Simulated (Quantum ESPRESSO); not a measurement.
## Nb (Im-3m): pw.x, ph.x and EPW

The plan: phonons and Wannier functions of Nb (Im-3m), and, if the interpolated phonons are stable, its coupling and resistivity.

Calculated with Quantum ESPRESSO 7.5; DFT PBEsol, scalar-relativistic, plane waves, PseudoDojo 0.4.1 norm-conserving pseudopotentials.

## Step 1: The structure

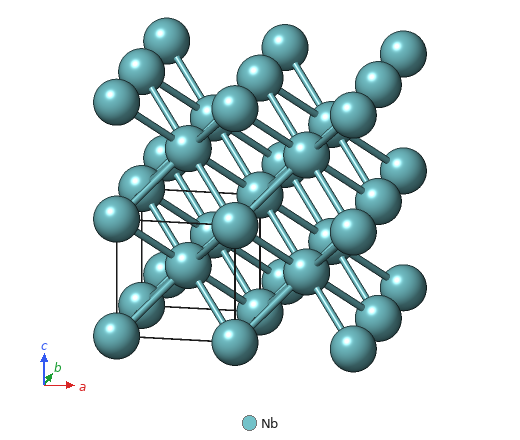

Start, viewed slightly off an axis; niobium teal. 2×2×2 cells are drawn. This picture shows the conventional cell, with its axes. Some periodic images of atoms are drawn too.

## Step 2: Relaxation

The cell is relaxed under the functional used for all that follows.

Contents of relax.in:

```
 &control
    calculation='vc-relax',
    prefix='x',
    outdir='./tmp',
    pseudo_dir='./pseudo',
    tprnfor=.true.,
    tstress=.true.,
    etot_conv_thr=1.0d-05,
    forc_conv_thr=4.0d-04,
 /
 &system
    ibrav=0,
    nat=1,
    ntyp=1,
    ecutwfc=82.0,
    occupations='smearing',
    smearing='mv',
    degauss=0.02,
 /
 &electrons
    conv_thr=1.0d-11,
 /
 &ions
 /
 &cell
    press_conv_thr=0.4,
 /
ATOMIC_SPECIES
 Nb     92.9064  Nb.upf
CELL_PARAMETERS angstrom
    -1.663950000    1.663950000    1.663950000
     1.663950000   -1.663950000    1.663950000
     1.663950000    1.663950000   -1.663950000
ATOMIC_POSITIONS crystal
 Nb     0.000000000   0.000000000   0.000000000
K_POINTS automatic
 12 12 12 0 0 0
```

The run is started by

```
OMP_NUM_THREADS=1 mpirun -n 8 pw.x -nk 8 -in relax.in > relax.out
```

Output:

```text
Program PWSCF v.7.5

     This program is part of the open-source Quantum ESPRESSO suite
     for quantum simulation of materials; please cite
         "P. Giannozzi et al., J. Phys.:Condens. Matter 21 395502 (2009);
         "P. Giannozzi et al., J. Phys.:Condens. Matter 29 465901 (2017);
         "P. Giannozzi et al., J. Chem. Phys. 152 154105 (2020);
     in publications or presentations arising from this work. More details at

     Message from routine setup:
     using ibrav=0 with symmetry is DISCOURAGED, use correct ibrav instead

     G-vector sticks info
     --------------------
     sticks:   dense  smooth     PW     G-vecs:    dense   smooth      PW
     Sum         731     731    261                12527    12527    2659

     Using Slab Decomposition

     bravais-lattice index     =            0
     lattice parameter (alat)  =       5.4463  a.u.
     unit-cell volume          =     124.3591 (a.u.)^3
     number of atoms/cell      =            1
     number of atomic types    =            1
     number of electrons       =        13.00
     number of Kohn-Sham states=           11
     kinetic-energy cutoff     =      82.0000  Ry
     charge density cutoff     =     328.0000  Ry
     scf convergence threshold =      1.0E-11
     mixing beta               =       0.7000
     number of iterations used =            8  plain     mixing
     energy convergence thresh.=      1.0E-05
     force convergence thresh. =      4.0E-04
     press convergence thresh. =      4.0E-01
     Exchange-correlation= PBESOL
                           (   1   4  10   8   0   0   0)
     nstep                     =           50

     celldm(1)=   5.446278  celldm(2)=   0.000000  celldm(3)=   0.000000
     celldm(4)=   0.000000  celldm(5)=   0.000000  celldm(6)=   0.000000

     crystal axes: (cart. coord. in units of alat)
               a(1) = (  -0.577350   0.577350   0.577350 )
               a(2) = (   0.577350  -0.577350   0.577350 )
               a(3) = (   0.577350   0.577350  -0.577350 )
[...]
number of Kohn-Sham states=           11
     number of k points=    72  Marzari-Vanderbilt smearing, width (Ry)=  0.0200
     estimated scf accuracy    <       0.09367125 Ry
     estimated scf accuracy    <       0.00573361 Ry
     estimated scf accuracy    <       0.00012602 Ry
     estimated scf accuracy    <       0.00000258 Ry
     estimated scf accuracy    <       0.00000042 Ry
     estimated scf accuracy    <          2.5E-10 Ry
     estimated scf accuracy    <          1.5E-11 Ry
     estimated scf accuracy    <       0.00000059 Ry
     estimated scf accuracy    <          1.8E-10 Ry
     estimated scf accuracy    <          5.4E-11 Ry
     estimated scf accuracy    <          9.3E-12 Ry
     estimated scf accuracy    <          2.1E-13 Ry
     the Fermi energy is    18.3784 ev
!    total energy              =    -124.50364610 Ry
     estimated scf accuracy    <          2.5E-15 Ry
     convergence has been achieved in  10 iterations
          total   stress  (Ry/bohr**3)                   (kbar)     P=       -0.41
   JOB DONE.
```

It took 8.8 s on 8 MPI ranks of Arm Neoverse V2, shared host; 63 s of CPU time.

This step gave:

| Item | Value |
| --- | --- |
| free energy | -1693.9584 eV |
| pressure | -0.04100 GPa |
| volume per atom | 17.54 Å³/atom |

The volume ends at 17.54 Å³ an atom, -4.8 % from the start.

## Step 3: Ground state

Linear response needs a tightly converged ground state.

Contents of scf.in:

```
 &control
    calculation='scf',
    prefix='x',
    outdir='./tmp',
    pseudo_dir='./pseudo',
    tprnfor=.true.,
    tstress=.true.,
 /
 &system
    ibrav=0,
    nat=1,
    ntyp=1,
    ecutwfc=82.0,
    occupations='smearing',
    smearing='mv',
    degauss=0.02,
 /
 &electrons
    conv_thr=1.0d-12,
 /
ATOMIC_SPECIES
 Nb     92.9064  Nb.upf
CELL_PARAMETERS angstrom
    -1.636629800    1.636629800    1.636629800
     1.636629800   -1.636629800    1.636629800
     1.636629800    1.636629800   -1.636629800
ATOMIC_POSITIONS crystal
 Nb     0.000000000   0.000000000   0.000000000
K_POINTS automatic
 12 12 12 0 0 0
```

The run is started by

```
OMP_NUM_THREADS=1 mpirun -n 8 pw.x -nk 8 -in scf.in > scf.out
```

Output:

```text
[banner, memory and clock lines left out]
[...]
number of Kohn-Sham states=           11
     number of k points=    72  Marzari-Vanderbilt smearing, width (Ry)=  0.0200
     estimated scf accuracy    <       0.08508479 Ry
     estimated scf accuracy    <       0.00459512 Ry
     estimated scf accuracy    <       0.00011754 Ry
     estimated scf accuracy    <       0.00000209 Ry
     estimated scf accuracy    <       0.00000040 Ry
     estimated scf accuracy    <          2.2E-10 Ry
     estimated scf accuracy    <          2.8E-11 Ry
     estimated scf accuracy    <          1.3E-11 Ry
     the Fermi energy is    18.3784 ev
!    total energy              =    -124.50364610 Ry
     estimated scf accuracy    <          2.8E-14 Ry
     convergence has been achieved in   9 iterations
          total   stress  (Ry/bohr**3)                   (kbar)     P=       -0.42
```

Elapsed: 2.7 s, on 8 MPI ranks.

Numbers from this step:

```yaml
fermi_energy: 18.38 eV
pressure: -0.042 GPa
```

The Fermi level lies at 18.38 eV and the pressure is -0.042 GPa.

## Step 4: Phonons on the coarse mesh

ph.x gives the dynamical matrices and the changes of the potential on a coarse q mesh, which EPW interpolates.

Contents of ph.in:

```
phonons
 &inputph
    prefix='x',
    outdir='./tmp',
    tr2_ph=1.0d-14,
    fildyn='x.dyn',
    fildvscf='dvscf',
    ldisp=.true.,
    nq1=4,
    nq2=4,
    nq3=4,
    alpha_mix(1)=0.5,
    amass(1)=92.9064,
 /
```

The run is started by

```
OMP_NUM_THREADS=1 mpirun -n 8 ph.x -nk 8 -in ph.in > ph.out
```

Output:

```text
[banner, memory and clock lines left out]
Program PHONON v.7.5

     ./tmp/x.save/

     IMPORTANT: XC functional enforced from input :
     Exchange-correlation= PBESOL
                           (   1   4  10   8   0   0   0)
     Any further DFT definition will be discarded
     Please, verify this is what you really want

     G-vector sticks info

     Reading collected, re-writing distributed wavefunctions in ./tmp/

     Dynamical matrices for ( 4, 4, 4)  uniform grid of q-points
     (   8 q-points):
       N         xq(1)         xq(2)         xq(3)
       1   0.000000000   0.000000000   0.000000000
       2   0.216506351   0.216506351   0.000000000
       3  -0.433012702  -0.433012702   0.000000000
       4   0.433012702   0.216506351   0.216506351
       5   0.433012702   0.433012702   0.433012702
       6   0.000000000   0.000000000   0.433012702
       7  -0.866025404  -0.216506351  -0.216506351
       8  -0.866025404  -0.866025404  -0.866025404

     Number and degeneracy of irreps per q-point
       N         xq(1)         xq(2)         xq(3)   N irreps
       1   0.000000000   0.000000000   0.000000000       1
        3
       2   0.216506351   0.216506351   0.000000000       3
     No degeneracy
       3  -0.433012702  -0.433012702   0.000000000       3
     No degeneracy
       4   0.433012702   0.216506351   0.216506351       3
     No degeneracy
       5   0.433012702   0.433012702   0.433012702       1
        3
       6   0.000000000   0.000000000   0.433012702       2
        1   2
       7  -0.866025404  -0.216506351  -0.216506351       3
     No degeneracy
       8  -0.866025404  -0.866025404  -0.866025404       1
        3

     Saving dvscf to file. Distribute only q points, not irreducible representations.

     Calculation of q =    0.0000000   0.0000000   0.0000000

     phonons

     bravais-lattice index     =            0
     lattice parameter (alat)  =       5.3569  a.u.
     unit-cell volume          =     118.3336 (a.u.)^3
     number of atoms/cell      =            1
     number of atomic types    =            1
     kinetic-energy cut-off    =      82.0000  Ry
     charge density cut-off    =     328.0000  Ry
     convergence threshold     =      1.0E-14
     beta                      =       0.5000
     number of iterations used =            4
     Exchange-correlation= PBESOL
                           (   1   4  10   8   0   0   0)

     celldm(1)=    5.35686  celldm(2)=    0.00000  celldm(3)=    0.00000
     celldm(4)=    0.00000  celldm(5)=    0.00000  celldm(6)=    0.00000

     crystal axes: (cart. coord. in units of alat)
               a(1) = ( -0.5774  0.5774  0.5774 )
               a(2) = (  0.5774 -0.5774  0.5774 )
               a(3) = (  0.5774  0.5774 -0.5774 )

     reciprocal axes: (cart. coord. in units 2 pi/alat)
               b(1) = ( -0.0000  0.8660  0.8660 )
               b(2) = (  0.8660 -0.0000  0.8660 )
               b(3) = (  0.8660  0.8660  0.0000 )

     Atoms inside the unit cell:

     Cartesian axes

     site n.  atom      mass           positions (alat units)
        1  Nb     92.9064   tau(    1) = (    0.00000    0.00000    0.00000  )

     Computing dynamical matrix for
                    q = (   0.0000000   0.0000000   0.0000000 )

     49 Sym.Ops. (with q -> -q+G )

     G cutoff =  238.4152  (  11849 G-vectors)     FFT grid: ( 32, 32, 32)

     number of k points=    72  Marzari-Vanderbilt smearing, width (Ry)=  0.0200

     PseudoPot. # 1 for Nb read from file:
     ./pseudo/Nb.upf
     Pseudo is Norm-conserving + core correction, Zval = 13.0
     Using radial grid of 1660 points,  6 beta functions with:
                l(1) =   0
                l(2) =   0
                l(3) =   1
                l(4) =   1
                l(5) =   2
                l(6) =   2

     Mode symmetry, O_h (m-3m)  point group:

     Atomic displacements:
     There are    1 irreducible representations

     Representation     1      3 modes -  To be done

     Alpha used in Ewald sum =   2.8000

     Representation #   1 modes #   1   2   3

     Self-consistent Calculation

     Pert. #  1: Fermi energy shift (Ry) =     1.2925E-26    -3.2914E-37
     Pert. #  2: Fermi energy shift (Ry) =     2.1541E-27    -1.0971E-37
     Pert. #  3: Fermi energy shift (Ry) =     6.0585E-28     6.2693E-38

      thresh= 1.000E-02 alpha_mix =  0.500 |ddv_scf|^2 =  2.649E-06

     Pert. #  1: Fermi energy shift (Ry) =     1.4002E-26    -1.0867E-39
     Pert. #  2: Fermi energy shift (Ry) =     8.6165E-27     9.1835E-41
     Pert. #  3: Fermi energy shift (Ry) =     8.0779E-27    -8.3417E-40

      thresh= 1.628E-04 alpha_mix =  0.500 |ddv_scf|^2 =  8.021E-08

     Pert. #  1: Fermi energy shift (Ry) =     4.5775E-27     1.9132E-40
     Pert. #  2: Fermi energy shift (Ry) =     9.1550E-27     3.0612E-40
     Pert. #  3: Fermi energy shift (Ry) =    -1.4725E-26     2.5255E-40

      thresh= 2.832E-05 alpha_mix =  0.500 |ddv_scf|^2 =  4.034E-09

     Pert. #  1: Fermi energy shift (Ry) =     4.3082E-27    -1.0714E-40
     Pert. #  2: Fermi energy shift (Ry) =     2.1541E-27     3.0612E-41
     Pert. #  3: Fermi energy shift (Ry) =    -3.8370E-27     1.5306E-41

      thresh= 6.351E-06 alpha_mix =  0.500 |ddv_scf|^2 =  1.170E-11

     Pert. #  1: Fermi energy shift (Ry) =     1.2925E-26    -7.1746E-43
     Pert. #  2: Fermi energy shift (Ry) =     0.0000E+00    -1.5545E-42
     Pert. #  3: Fermi energy shift (Ry) =     4.9814E-27    -1.1360E-42

      thresh= 3.421E-07 alpha_mix =  0.500 |ddv_scf|^2 =  1.640E-13

     Pert. #  1: Fermi energy shift (Ry) =    -2.1541E-27     4.9326E-43
     Pert. #  2: Fermi energy shift (Ry) =     0.0000E+00    -1.1958E-43
     Pert. #  3: Fermi energy shift (Ry) =     9.0204E-27     6.7262E-44

      thresh= 4.050E-08 alpha_mix =  0.500 |ddv_scf|^2 =  4.540E-15

     End of self-consistent calculation

     Convergence has been achieved

     Number of q in the star =    1
     List of q in the star:
          1   0.000000000   0.000000000   0.000000000

     Diagonalizing the dynamical matrix

     q = (    0.000000000   0.000000000   0.000000000 )

 **************************************************************************
     freq (    1) =      -0.154990 [THz] =      -5.169914 [cm-1]
     freq (    2) =      -0.154990 [THz] =      -5.169914 [cm-1]
     freq (    3) =      -0.154990 [THz] =      -5.169914 [cm-1]
 **************************************************************************

     Mode symmetry, O_h (m-3m)  point group:

     freq (   1-   3) =         -5.2  [cm-1]   --> T_1u G_15  G_4- I

     Calculation of q =    0.2165064   0.2165064   0.0000000

     G-vector sticks info

     Title:
[...]
thresh= 6.321E-08 alpha_mix =  0.500 |ddv_scf|^2 =  3.099E-13

[...]
End of self-consistent calculation

     Convergence has been achieved

     Representation #   2 mode #   2

     Self-consistent Calculation

[...]
End of self-consistent calculation

     Convergence has been achieved

     Representation #   3 mode #   3

     Self-consistent Calculation

[...]
thresh= 3.082E-08 alpha_mix =  0.500 |ddv_scf|^2 =  4.379E-15

     End of self-consistent calculation

     Convergence has been achieved

     Number of q in the star =   12
     List of q in the star:
          1  -0.866025404  -0.216506351  -0.216506351
          2  -0.216506351   0.866025404  -0.216506351
          3  -0.866025404   0.216506351  -0.216506351
          4   0.216506351  -0.866025404  -0.216506351
          5   0.216506351  -0.866025404   0.216506351
          6   0.866025404  -0.216506351   0.216506351
          7  -0.866025404   0.216506351   0.216506351
          8  -0.216506351   0.866025404   0.216506351
          9   0.216506351  -0.216506351   0.866025404
         10  -0.216506351  -0.216506351  -0.866025404
         11   0.216506351   0.216506351  -0.866025404
         12  -0.216506351   0.216506351   0.866025404

     Diagonalizing the dynamical matrix

     q = (   -0.866025404  -0.216506351  -0.216506351 )

 **************************************************************************
     freq (    1) =       3.780175 [THz] =     126.093074 [cm-1]
     freq (    2) =       5.616621 [THz] =     187.350315 [cm-1]
     freq (    3) =       5.825987 [THz] =     194.333996 [cm-1]
 **************************************************************************

     Mode symmetry, C_2v (mm2)  point group:

     freq (   1-   1) =        126.1  [cm-1]   --> A_1  D_1  S_1
     freq (   2-   2) =        187.4  [cm-1]   --> B_2  D_4  S_4
     freq (   3-   3) =        194.3  [cm-1]   --> B_1  D_3  S_3

     Calculation of q =   -0.8660254  -0.8660254  -0.8660254

     G-vector sticks info

     Title:
     phonons

     bravais-lattice index     =            0
     lattice parameter (alat)  =       5.3569  a.u.
     unit-cell volume          =     118.3336 (a.u.)^3
     number of atoms/cell      =            1
     number of atomic types    =            1
     number of electrons       =        13.00
     number of Kohn-Sham states=           11
     kinetic-energy cutoff     =      82.0000  Ry
     charge density cutoff     =     328.0000  Ry
     Exchange-correlation= PBESOL
                           (   1   4  10   8   0   0   0)

     celldm(1)=   5.356856  celldm(2)=   0.000000  celldm(3)=   0.000000
     celldm(4)=   0.000000  celldm(5)=   0.000000  celldm(6)=   0.000000

     crystal axes: (cart. coord. in units of alat)
               a(1) = (  -0.577350   0.577350   0.577350 )
               a(2) = (   0.577350  -0.577350   0.577350 )
               a(3) = (   0.577350   0.577350  -0.577350 )

     reciprocal axes: (cart. coord. in units 2 pi/alat)
               b(1) = ( -0.000000  0.866025  0.866025 )
               b(2) = (  0.866025 -0.000000  0.866025 )
               b(3) = (  0.866025  0.866025  0.000000 )

     PseudoPot. # 1 for Nb read from file:
     ./pseudo/Nb.upf
     Pseudo is Norm-conserving + core correction, Zval = 13.0
     Using radial grid of 1660 points,  6 beta functions with:
[...]
l(5) =   2
                l(6) =   2

     atomic species   valence    mass     pseudopotential
     Nb               13.00    92.90640     Nb( 1.00)

     48 Sym. Ops., with inversion, found

   Cartesian axes

     site n.     atom                  positions (alat units)
         1        Nb     tau(   1) = (   0.0000000   0.0000000   0.0000000  )

     number of k points=   144  Marzari-Vanderbilt smearing, width (Ry)=  0.0200

     Number of k-points >= 100: set verbosity='high' to print them.

     Dense  grid:    11849 G-vectors     FFT dimensions: (  32,  32,  32)

     The potential is recalculated from file :
     ./tmp/_ph0/x.q_8/x.save/charge-density

     Starting wfcs are   10 atomic +    1 random wfcs

     Band Structure Calculation
     Davidson diagonalization with overlap

     ethr =  7.69E-11,  avg # of iterations = 15.2

     End of band structure calculation

     Number of k-points >= 100: set verbosity='high' to print the bands.

     the Fermi energy is    18.3784 ev

     Writing config to output data dir ./tmp/_ph0/x.q_8/x.save/ :
     XML data file

     phonons

     bravais-lattice index     =            0
     lattice parameter (alat)  =       5.3569  a.u.
     unit-cell volume          =     118.3336 (a.u.)^3
     number of atoms/cell      =            1
     number of atomic types    =            1
     kinetic-energy cut-off    =      82.0000  Ry
     charge density cut-off    =     328.0000  Ry
     convergence threshold     =      1.0E-14
     beta                      =       0.5000
     number of iterations used =            4
     Exchange-correlation= PBESOL
                           (   1   4  10   8   0   0   0)

     celldm(1)=    5.35686  celldm(2)=    0.00000  celldm(3)=    0.00000
     celldm(4)=    0.00000  celldm(5)=    0.00000  celldm(6)=    0.00000

     crystal axes: (cart. coord. in units of alat)
               a(1) = ( -0.5774  0.5774  0.5774 )
               a(2) = (  0.5774 -0.5774  0.5774 )
               a(3) = (  0.5774  0.5774 -0.5774 )

     reciprocal axes: (cart. coord. in units 2 pi/alat)
               b(1) = ( -0.0000  0.8660  0.8660 )
               b(2) = (  0.8660 -0.0000  0.8660 )
               b(3) = (  0.8660  0.8660  0.0000 )

     Atoms inside the unit cell:

     Cartesian axes

     site n.  atom      mass           positions (alat units)
        1  Nb     92.9064   tau(    1) = (    0.00000    0.00000    0.00000  )

     Computing dynamical matrix for
                    q = (  -0.8660254  -0.8660254  -0.8660254 )

     49 Sym.Ops. (with q -> -q+G )

     G cutoff =  238.4152  (  11849 G-vectors)     FFT grid: ( 32, 32, 32)

     number of k points=   144  Marzari-Vanderbilt smearing, width (Ry)=  0.0200

     PseudoPot. # 1 for Nb read from file:
     ./pseudo/Nb.upf
     Pseudo is Norm-conserving + core correction, Zval = 13.0
     Using radial grid of 1660 points,  6 beta functions with:
                l(1) =   0
                l(2) =   0
                l(3) =   1
                l(4) =   1
                l(5) =   2
                l(6) =   2

     Mode symmetry, O_h (m-3m)  point group:

     Atomic displacements:
     There are    1 irreducible representations

     Representation     1      3 modes -  To be done

     Message from routine init_vloc:
     Interpolation table for Vloc re-allocated

     Alpha used in Ewald sum =   2.8000

     Representation #   1 modes #   1   2   3

     Self-consistent Calculation

      thresh= 1.000E-02 alpha_mix =  0.500 |ddv_scf|^2 =  1.767E-05

      thresh= 4.203E-04 alpha_mix =  0.500 |ddv_scf|^2 =  5.117E-07

      thresh= 7.153E-05 alpha_mix =  0.500 |ddv_scf|^2 =  5.642E-09

      thresh= 7.511E-06 alpha_mix =  0.500 |ddv_scf|^2 =  3.325E-11

      thresh= 5.767E-07 alpha_mix =  0.500 |ddv_scf|^2 =  9.566E-13

      thresh= 9.780E-08 alpha_mix =  0.500 |ddv_scf|^2 =  1.079E-13

      thresh= 3.285E-08 alpha_mix =  0.500 |ddv_scf|^2 =  6.054E-16

     End of self-consistent calculation

     Convergence has been achieved

     Number of q in the star =    1
     List of q in the star:
          1  -0.866025404  -0.866025404  -0.866025404

     Diagonalizing the dynamical matrix

     q = (   -0.866025404  -0.866025404  -0.866025404 )

 **************************************************************************
     freq (    1) =       6.493159 [THz] =     216.588464 [cm-1]
     freq (    2) =       6.493159 [THz] =     216.588464 [cm-1]
     freq (    3) =       6.493159 [THz] =     216.588464 [cm-1]
 **************************************************************************

     Mode symmetry, O_h (m-3m)  point group:

     freq (   1-   3) =        216.6  [cm-1]   --> T_1u G_15  G_4-
```

Wall time 7 min (8 MPI ranks); 51 min of CPU time.

Numbers from this step:

```yaml
lowest_frequency_off_the_zone_centre: 69.43 cm⁻¹
largest_magnitude_of_the_acoustic_modes_at_the_zone_centre_before_the_sum_rule: 5.170 cm⁻¹
```

(Part 1 of 2 ends here.)

[The logs of pw.x and epw.x are selected lines.]

[Logs are printed without paths, hosts, clocks, repeated set-up lines and the standing remarks that a program may print on its own settings, such as how far it seeks lower states.]

[Hosts, paths, dates, database ids (printed as entryN), source tags and the programs' standing remarks are cut or masked in the printed files.]
